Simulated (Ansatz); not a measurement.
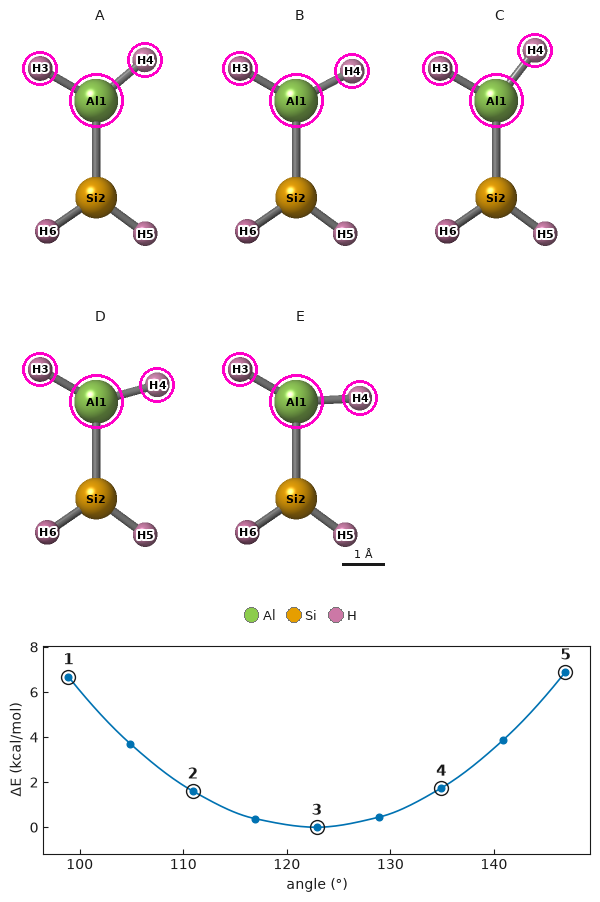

AlSiH4 (multiplicity 2): the H4–Al1–H3 angle is varied, with the rest of the molecule carried along rigidly. The frames are shuffled; the numbered points of the plot belong to them. A ball-and-stick model, seen onto the plane of the angle. The ringed atoms are those of the scanned coordinate.

Computed with Ansatz: CCSD(T), basis def2-TZVPP, on geometries moved rigidly from the minimum at PBE0-D4/def2-TZVP. Coupled cluster with a frozen core. Energies are counted from the PBE0-D4/def2-TZVP minimum geometry at the same level.

Which frame belongs to which numbered point?

Point 1 is frame C (the angle 98.9°, 6.68 kcal/mol); 2 is frame A (the angle 110.9°, 1.61 kcal/mol); 3 is frame B (the angle 122.9°, 0.00 kcal/mol); 4 is frame D (the angle 134.9°, 1.74 kcal/mol); 5 is frame E (the angle 146.9°, 6.89 kcal/mol). Of the computed points the lowest is at the angle 122.9°, 0.00 kcal/mol. The end points stand at 6.68 kcal/mol (98.9°) and 6.89 kcal/mol (146.9°). The curvature at the lowest point is about 3.3 eV/rad².
